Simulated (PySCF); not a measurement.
# C6H14N2Si2: NMR shielding calculation

The run: NMR shielding calculation of C6H14N2Si2. Method and program: GIAO PBE0/pcSseg-1 NMR shielding, non-relativistic, gas phase (PySCF 2.14.0).

The geometry comes from this level: PBE0-D3(BJ)/def2-SVP. It belongs to a series of runs on one base structure; here: constitutional isomer. Figures and captions count atoms from 1; the log counts them from 0 in places.

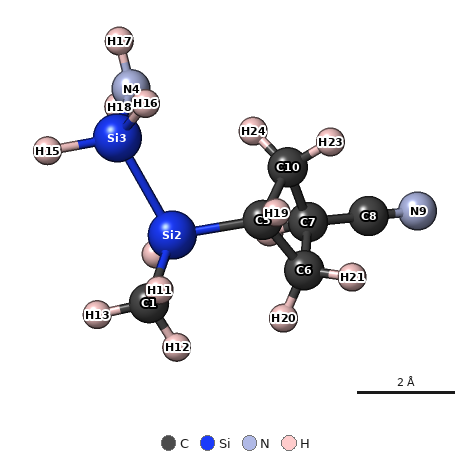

Figure 1. The input geometry (ball-and-stick view, seen at a tilt; atoms are numbered from 1 in the order of the input).

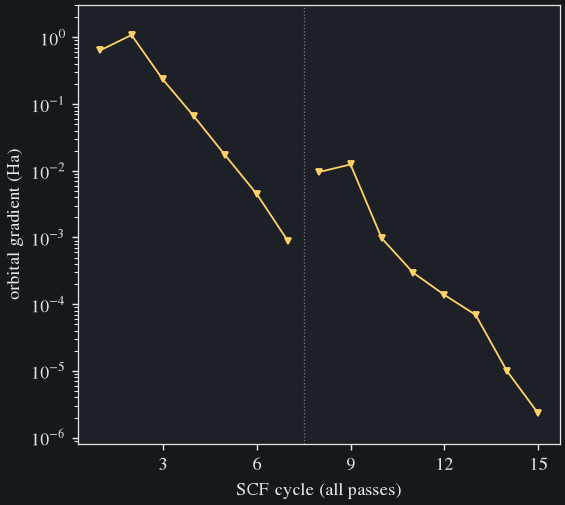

Figure 2. Convergence of the self-consistent field: orbital gradient against the SCF cycle. The dotted line marks the change from a coarse to the final integration grid. The first 7 cycles use a coarse grid, the final grid takes over at cycle 8, and the field converges after 15 cycles in all.

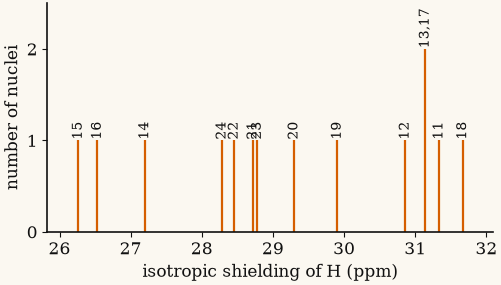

Figure 3. Isotropic shieldings of the hydrogen nuclei in this fixed geometry, labelled by atom number; shielding grows to the right, so chemical shift grows to the left. The least shielded is H15 (26.3 ppm), the most shielded H18 (31.7 ppm).

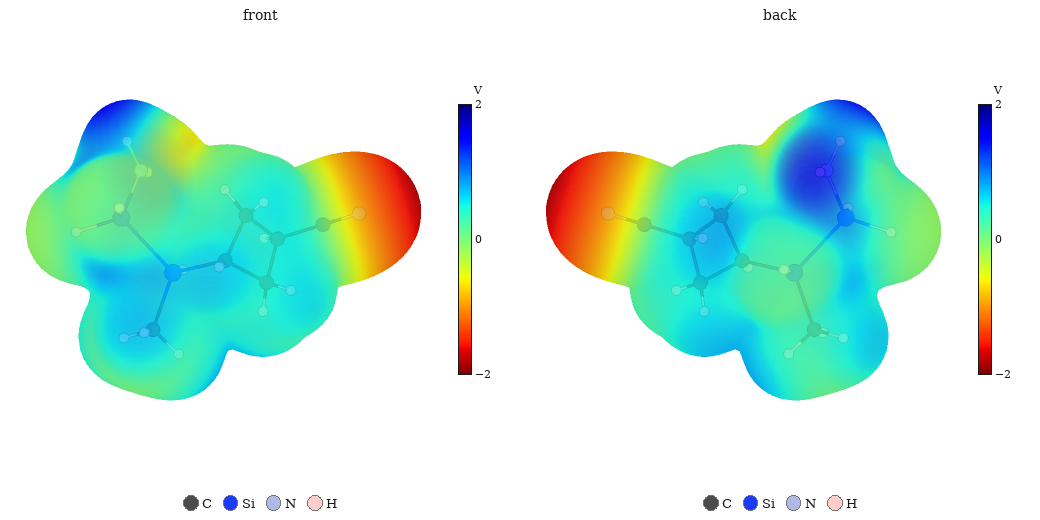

Figure 4. The electrostatic potential painted on the density surface at 0.001 e/bohr³, seen face on and from behind; the colour scale runs from red (negative) to blue (positive). Its dipole moment is 4.74 D.

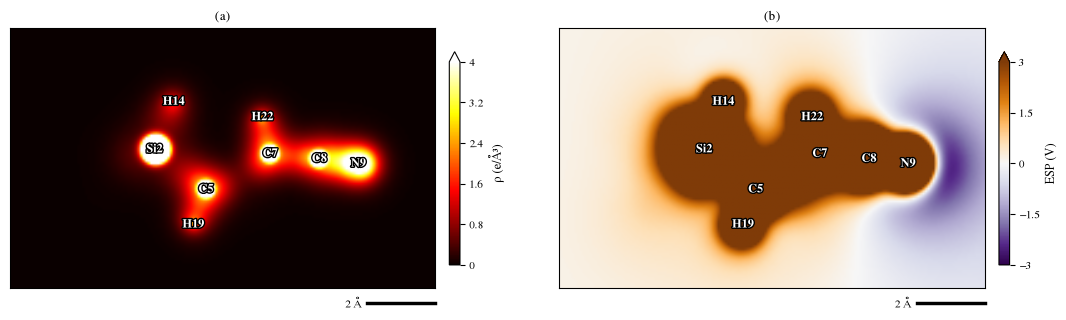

Figure 5. (a) total electron density; (b) molecular electrostatic potential on the plane of atoms Si2, C5 and H19. C–N (1.16 Å): ρ at the midpoint is about 3.5 e/Å³. C–C (1.45 Å): ρ is about 1.8 e/Å³ halfway.

These pictures come from the run below.

The input:
```
{"job": {"kind": "nmr", "xc": "PBE0", "basis": "pcSseg-1"}, "charge": 0, "multiplicity": 1}
C      1.234772     2.480489    -0.964706
Si     0.891768     0.691998    -0.486450
Si     2.579149    -0.278565     0.823666
N      2.267700    -1.997162     0.811201
C     -0.762001     0.558077     0.432602
C     -2.011048     0.647117    -0.479547
C     -2.087881    -0.898426    -0.451052
C     -3.393037    -1.527770    -0.364723
N     -4.439792    -2.016175    -0.277095
C     -1.181737    -0.886046     0.804498
H      1.344642     3.111029    -0.068683
H      0.406407     2.885736    -1.567181
H      2.159039     2.563861    -1.555690
H      0.785335    -0.141798    -1.736491
H      3.941097     0.145566     0.338836
H      2.486178     0.172120     2.249143
H      2.765117    -2.590810     1.467511
H      2.202969    -2.458881    -0.090478
H     -0.743429     1.271531     1.272647
H     -1.916189     1.114406    -1.471941
H     -2.870989     1.097469     0.038200
H     -1.550554    -1.327243    -1.311757
H     -1.782416    -0.914825     1.725226
H     -0.399451    -1.657691     0.866639
```

The first line tells a small driver script what to run in PySCF; the rest is the geometry in Å.

Run as:
```bash
OMP_NUM_THREADS=1 python <driver script> task.json out
```

Log:
```
coarse grid: 20568 points
cycle   1  E = -924.6767255766  dE =  9.002e-01  |g| = 6.386e-01  |ddm| = 4.462e+00
cycle   2  E = -924.5124664671  dE =  1.643e-01  |g| = 1.083e+00  |ddm| = 1.482e+00
cycle   3  E = -924.7625707953  dE = -2.501e-01  |g| = 2.339e-01  |ddm| = 9.935e-01
cycle   4  E = -924.7738437326  dE = -1.127e-02  |g| = 6.511e-02  |ddm| = 2.012e-01
cycle   5  E = -924.7747302240  dE = -8.865e-04  |g| = 1.695e-02  |ddm| = 7.217e-02
cycle   6  E = -924.7747937709  dE = -6.355e-05  |g| = 4.516e-03  |ddm| = 1.876e-02
cycle   7  E = -924.7747985447  dE = -4.774e-06  |g| = 8.851e-04  |ddm| = 4.897e-03
final grid: 188296 points
cycle   8  E = -924.8305523982  dE = -4.082e-05  |g| = 9.588e-03  |ddm| = 3.783e-02
cycle   9  E = -924.8305379385  dE =  1.446e-05  |g| = 1.244e-02  |ddm| = 1.887e-02
cycle  10  E = -924.8305744865  dE = -3.655e-05  |g| = 9.699e-04  |ddm| = 1.097e-02
cycle  11  E = -924.8305746920  dE = -2.054e-07  |g| = 2.978e-04  |ddm| = 1.281e-03
cycle  12  E = -924.8305747086  dE = -1.668e-08  |g| = 1.380e-04  |ddm| = 3.135e-04
cycle  13  E = -924.8305747119  dE = -3.226e-09  |g| = 6.925e-05  |ddm| = 1.334e-04
cycle  14  E = -924.8305747129  dE = -1.024e-09  |g| = 9.991e-06  |ddm| = 5.838e-05
cycle  15  E = -924.8305747129  dE = -2.206e-11  |g| = 2.315e-06  |ddm| = 1.243e-05
converged SCF energy = -924.8305747129

GIAO shielding tensors (ppm)
atom      isotropic    diamagn.    paramagn.     s11        s22        s33       span
  0 C      193.042     253.660     -60.618    187.518    190.825    200.782     13.265
  1 Si     387.223     883.045    -495.822    354.516    388.353    418.799     64.283
  2 Si     398.681     879.733    -481.053    345.993    379.765    470.285    124.292
  3 N      262.659     316.348     -53.689    228.432    257.950    301.596     73.164
  4 C      167.052     252.375     -85.323    154.237    169.864    177.055     22.818
  5 C      151.941     250.432     -98.491    137.691    146.444    171.687     33.996
  6 C      163.482     253.214     -89.732    144.674    170.289    175.483     30.809
  7 C       57.558     257.245    -199.687    -62.932    -60.988    296.593    359.525
  8 N      -38.971     339.322    -378.293   -203.062   -195.360    281.510    484.572
  9 C      154.041     248.127     -94.086    138.036    148.760    175.329     37.293
 10 H       31.332      30.368       0.963     26.837     28.777     38.381     11.544
 11 H       30.856      30.488       0.368     25.528     29.452     37.588     12.060
 12 H       31.123      28.907       2.216     26.081     28.071     39.217     13.136
 13 H       27.196      31.812      -4.616     24.562     26.584     30.443      5.880
 14 H       26.263      28.181      -1.919     21.849     25.115     31.825      9.976
 15 H       26.531      29.465      -2.934     24.159     25.025     30.408      6.249
 16 H       31.154      28.001       3.153     23.187     26.429     43.844     20.657
 17 H       31.665      31.775      -0.110     24.591     28.842     41.562     16.972
 18 H       29.902      33.825      -3.922     25.497     29.013     35.197      9.701
 19 H       29.294      31.190      -1.897     24.979     28.300     34.602      9.624
 20 H       28.716      31.442      -2.725     25.760     26.966     33.423      7.663
 21 H       28.452      30.588      -2.136     23.256     30.619     31.482      8.225
 22 H       28.779      31.947      -3.168     25.715     27.414     33.209      7.494
 23 H       28.282      31.773      -3.491     22.270     27.595     34.981     12.711
```

Results in brief:

```csv
quantity,value
outcome,converged
total energy,−924.830575 hartree
HOMO,−7.35 eV
LUMO,−0.15 eV
dipole moment,4.74 D
"isotropic shielding, C",57.6 to 193.0 ppm
"isotropic shielding, Si",387.2 to 398.7 ppm
"isotropic shielding, N",−39.0 to 262.7 ppm
"isotropic shielding, H",26.3 to 31.7 ppm
hardware,"1 CPU thread, shared host"
wall time,66 s
peak memory,1.4 GiB
```
